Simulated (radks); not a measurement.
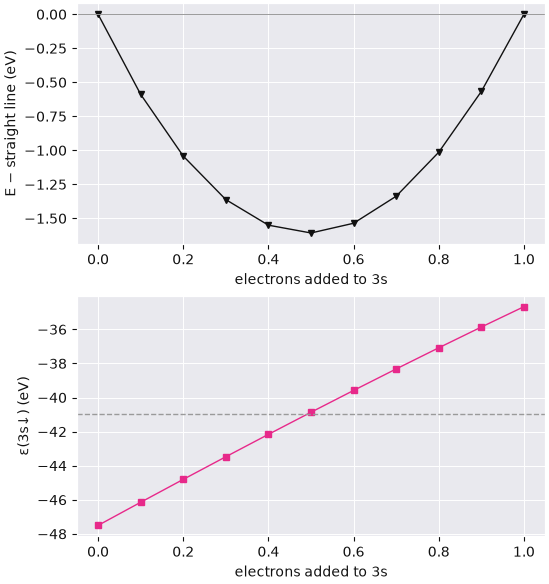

All numbers are computed, not measured: non-relativistic Kohn-Sham, BLYP, spin-polarised, spherical densities, point nucleus (the in-house radial solver radks). The occupation of the 3s shell is varied from K⁺ ([Ne] 3s1 3p6 4s1 (high spin)) to K ([Ar] 4s1 (high spin)), with spherical fractional occupations. The plot shows the total energy less the straight line between the end points, and the eigenvalue of 3s↓ (the dashed line is minus the energy to take the whole electron out).

Question: Describe the curve.

Answer: The curve is convex (below the straight line), with the largest deviation among the points computed, −1.61 eV, at 0.5. The end points differ by 40.9 eV, the energy to take the electron out. The eigenvalue, which is the slope of the energy (Janak's theorem), moves from −47.5 eV at 0 to −34.7 eV at 1; for a straight line it would stay constant, and a parabola would sag by an eighth of this change, scaled to a whole electron, 1.60 eV. Convexity is the delocalisation error: fractional charges are too low in energy. The shell lies under occupied ones, so the straight line is a guide here rather than an exact condition.
